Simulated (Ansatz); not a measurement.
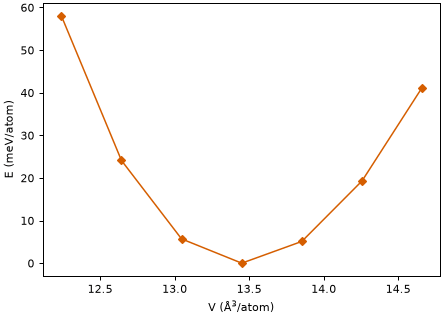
*Si$_{2}$Ni (fluorite or antifluorite type, Fm-3m) under volume change, PBE (plane waves, PAW; program Ansatz), scaled uniformly.*

Problem. What does a third-order Birch–Murnaghan fit give for V₀, B₀ and B′?

Solution. V₀ = 13.45 Å³/atom, B₀ = 143 GPa, B′ = 4.9.

Symmetry was held in the PBE relaxation. No spin polarisation was allowed.

Potentials: the earlier of the program's two PAW sets.
